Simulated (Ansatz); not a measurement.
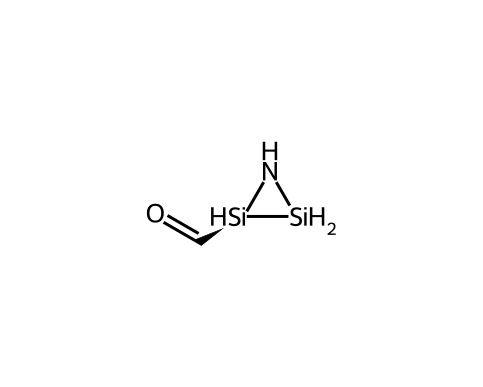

The drawing above gives the connectivity. The computed structure is the end point of a PBE-D4/def2-SVP optimisation. No frequency run is at hand to confirm it as a minimum.

What does the molecule look like in three dimensions?

It has 10 atoms: 1 carbon, 5 hydrogen, 1 nitrogen, 1 oxygen and 2 silicon (CH₅NOSi₂). As SMILES it reads `O=C[Si@H]1N[SiH2]1`. Independent rings (smallest set): 1 of 3 members. Among its groups: Si–H bond, Si–N bond. This geometry has C1 symmetry. Coordination, clear cases only: 1 C trigonal planar.

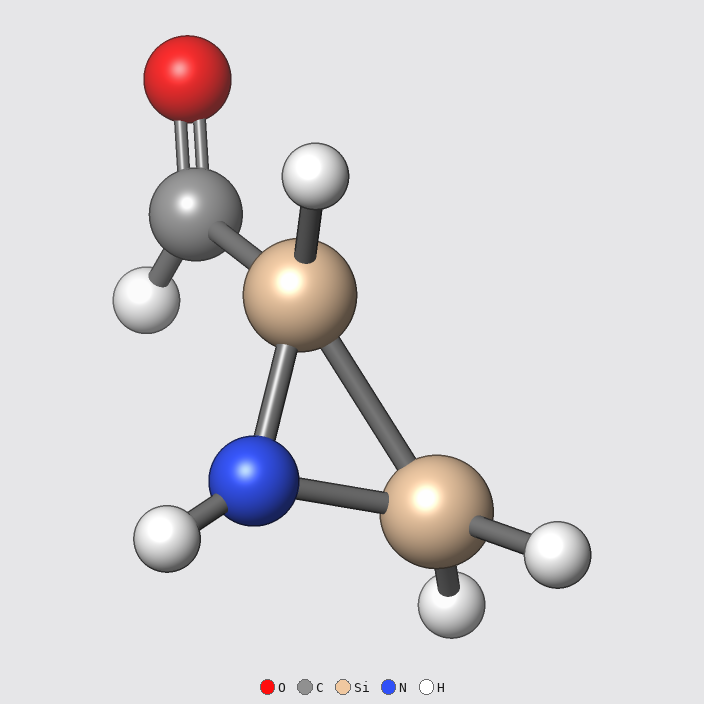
